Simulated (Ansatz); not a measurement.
# Arsenene bilayer (AA') in a perpendicular field

Wanted: the out-of-plane response of the arsenene bilayer (AA'). A positive field points along +c.

Method: plane-wave DFT, PBE-D3(BJ), Ansatz PAW, in Ansatz 0.2.0.

## 1. Starting point

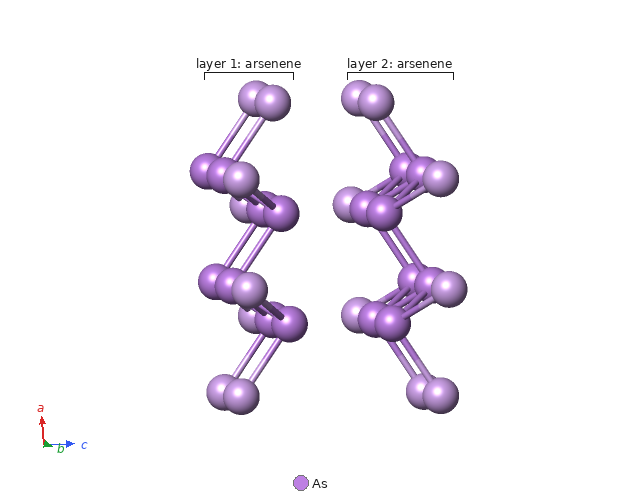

The cell as given, from the side, with the c axis across the page (arsenic purple). 2×2×1 cells are drawn. Some periodic images of atoms are drawn too.

The cell holds 4 atoms: 4 As. Cell: a = 3.610 Å, b = 3.610 Å, c = 42.600 Å, α = 90.0°, β = 90.0°, γ = 120.0°. Regions: layer 1: arsenene, 2 atoms (2 As); layer 2: arsenene, 2 atoms (2 As). Vacuum lies along c.

## 2. Relaxation

The starting cell is a guess, so the in-plane lattice and the atoms are relaxed first, with the slab cut off from its images along the normal.

input.yaml

```yaml
crystal:
  lattice:
    - [3.61, 0.0, 0.0]
    - [-1.805, 3.1263517077, 0.0]
    - [0.0, 0.0, 42.6000000002]
  atoms:
    - { symbol: As, position: [0.6666666667, 0.3333333333, 0.4319248826] }
    - { symbol: As, position: [0.3333333333, 0.6666666667, 0.4647887324] }
    - { symbol: As, position: [0.3333333333, 0.6666666667, 0.5352112676] }
    - { symbol: As, position: [0.6666666667, 0.3333333333, 0.5680751174] }
  periodic: [true, true, false]
kpoints:
  mp_grid: { grid: [12, 12, 1] }
hamiltonian:
  xc: pbe
  dispersion: d3bj
scf:
  occupations: { method: fermi_dirac, width: 0.05 }
  convergence: { dr2_threshold: 1.0e-09 }
relax:
  f_tol: 0.004
  max_steps: 90
  cell: {}
output:
  write_potential: true
  write_density: true
  volumetric_format: npy
```

The run is started by

```sh
$ ansatz run input.yaml --threads 4 --pin off --max-ram 8192MiB --backend cpu --events-out ev --progress --plain --runs-dir out
```

Then come: single point, field 0, start network; single point, field 0.05 V/Å; single point, field -0.05 V/Å; single point, field 0.1 V/Å; single point, field -0.1 V/Å; atoms held, field 0.2 V/Å; atoms held, field -0.2 V/Å; single point, field 0.3 V/Å; single point, field -0.3 V/Å; single point, field 0.4 V/Å; single point, field -0.4 V/Å; response, atoms held. Settings of the main run: cutoff 420 eV, 18×18×1 k-mesh, smearing width 0.02585 eV, 2 layers, stack arsenene bilayer (AA'), PAW set soft 2.

What does the calculation give for the gap without field; and equivalent conductor thickness, atoms held?

The induced dipole equals that of a perfect conductor 8.18 Å thick, while the outer atoms lie 6.64 Å apart; an out-of-plane ε follows only once a thickness t is chosen, by 1 − 1/ε = 8.18 Å / t. The gap goes from 1.27 eV to 0.99 eV at -0.4 V/Å. With the field reversed the gap is 0.99 eV at 0.4 V/Å.

| Item | Value |
| --- | --- |
| gap without field | 1.27 eV |
| ionisation energy, upper face | 5.26 eV |
| electron affinity, upper face | 3.98 eV |
| equivalent conductor thickness, atoms held | 8.18 Å |

Semilocal functionals give gaps that are too small, and excitons are not included. Spin-orbit coupling is left out.

[Logs are printed without paths, hosts, clocks, repeated set-up lines and the standing remarks that a program may print on its own settings, such as how far it seeks lower states.]

[Hosts, paths, dates, database ids (printed as entryN), source tags and the programs' standing remarks are cut or masked in the printed files.]

[Maps of the electrostatic potential energy from Ansatz leave out the sawtooth potential of an applied field or a dipole correction, so their vacuum need not be flat; planar profiles and work functions include it.]
